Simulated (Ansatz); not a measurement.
These are PBE (plane waves to 420 eV, PAW; Ansatz, an electronic-structure program) values and carry that method's errors.

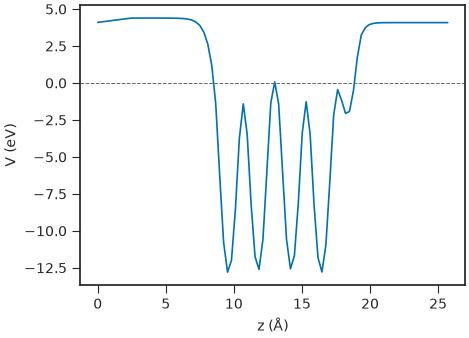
Figure: Planar average of the electrostatic potential across the slab, in eV from the Fermi level, for Br on the 1x1 (0001) surface of hcp Ti, one in a 2x2 cell, started at the site 'hollow Ti-Ti-Ti'

Set-up: 17 atoms, 6.8 Å thick at the start under the adsorbate (thin: gaps and levels are the slab's own); mesh 6x6x1; 0.1 eV smearing; dipole correction on; 8 atoms held, the rest relaxed; symmetry of the start imposed; no spin, no spin-orbit, no U, no dispersion correction. At the end it is bonded to 3 Ti. In PBE it is, or lies within 0.03 eV of, the lowest of the starts that converged.

The vacuum level lies 4.08 eV above the Fermi level over the top face and 4.39 eV above it under the bottom face.
